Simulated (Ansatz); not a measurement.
System: C2H6FO (SMILES [OH2+]CCF) (charge +1).

The calculation's input:

```
crystal:
  periodic: [false, false, false]
  atoms:
    - symbol: C
      position_ang: [-1.491549, 0.369368, -0.556158]
    - symbol: C
      position_ang: [-0.096859, 0.819481, -0.201097]
    - symbol: F
      position_ang: [0.738682, 0.026870, -0.961791]
    - symbol: O
      position_ang: [-1.515522, 0.208043, -2.042465]
    - symbol: H
      position_ang: [-1.706034, 1.020857, -2.551274]
    - symbol: H
      position_ang: [-0.629934, -0.147713, -2.308106]
    - symbol: H
      position_ang: [-1.727260, -0.638595, -0.192331]
    - symbol: H
      position_ang: [-2.296339, 1.068468, -0.297075]
    - symbol: H
      position_ang: [0.091101, 1.875211, -0.455451]
    - symbol: H
      position_ang: [0.097007, 0.663279, 0.871116]
basis:
  gaussian: {orbitals: def2-TZVPD}
output: {forces: true, orbitals: {seedname: orbitals}}
total_charge: 1
hamiltonian: {xc: pbe0}
```

Command:

```sh
ansatz run input.yaml --threads 2 --pin off --max-ram 4350MiB --events-out events.jsonl --progress --plain --runs-dir runs
```

Geometry: PBE0-D3(BJ)/def2-SVP.

The calculation used isolated molecule in a Gaussian basis; Kohn-Sham density functional theory, functional PBE0 (Ansatz 0.2.0).

Q: Predict the electron density and electron localisation function between the atoms.

A: C–O (1.50 Å): the density is about 1.6 e/Å³ at the midpoint, with its minimum of 1.3 e/Å³ about 0.5 Å from C; the ELF peaks at about 0.90 between the atoms; a shared but strongly polarised pair.
C–C (1.51 Å): ρ is about 1.8 e/Å³ halfway; the ELF peaks at about 1 between the atoms: localised, covalent bonding.

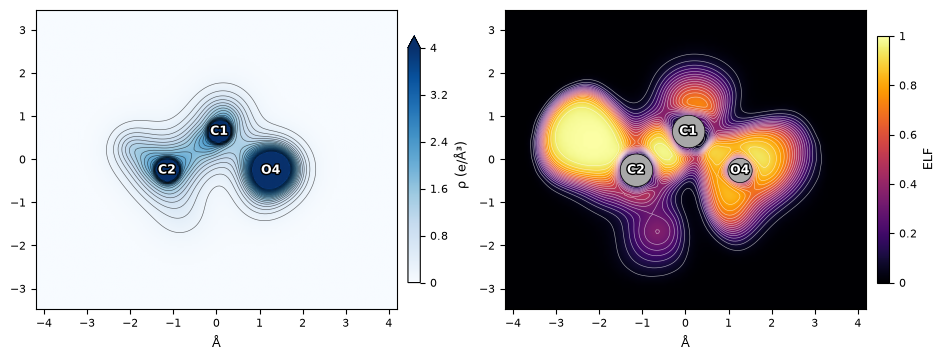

Computed electron density and electron localisation function on the plane of atoms C2, C1 and O4, in this order. Grey discs cover the atomic cores in the ELF map. 
